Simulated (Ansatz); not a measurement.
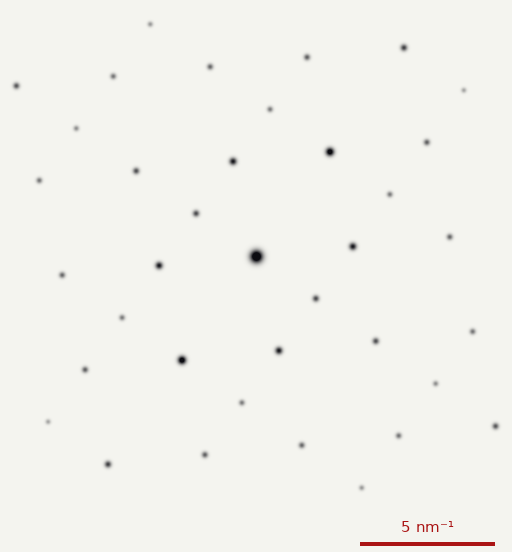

Simulated selected-area electron diffraction pattern (80 kV, kinematic approximation, thin crystal, B = 0.3 Å² for all atoms).

Phase: HgAsCO, space group P4/nmm (No. 129), a = 4.173 Å, c = 7.342 Å. Structure: the end point of a relaxation with Ansatz 0.2.0, DFT, PAW plane waves, pbe; the starting structure was generated, so it need not be a known form of this composition.

**Determine the zone axis from the geometry of the pattern.**

The spots form a rectangular net whose two shortest vectors correspond to d = 4.17 Å and 3.63 Å, 90.0° apart. They index as 0 1 0 (itself extinct) and 1 0 -1, so the zone axis is ±[101] (or an equivalent direction of <101>).

**Which reflections of this zone are missing, and why?**

A screw axis and a glide plane both extinguish reflections such as 0 1 0, 0 3 0; reflections such as 2 -1 -2, 2 1 -2 are allowed but too weak to see at this display level. In a thicker crystal double diffraction can put intensity into those places emptied by glide planes or screw axes that lie on the net of the visible spots, but never into those emptied by centring.

**List the strongest reflections.**

Strongest reflections with d > 1.12 Å, one of each family (|F|² from tabulated Gaussian fits of the electron scattering factors, times a small damping for the curvature of the Ewald sphere):

```
   hkl  d (Å)  I (strongest = 100)
 0 2 0  2.086                  100
1 1 -1  2.738                   41
1 0 -1  3.628                   17
2 0 -2  1.814                   15
1 3 -1  1.299                   11
2 2 -2  1.369                    9
```
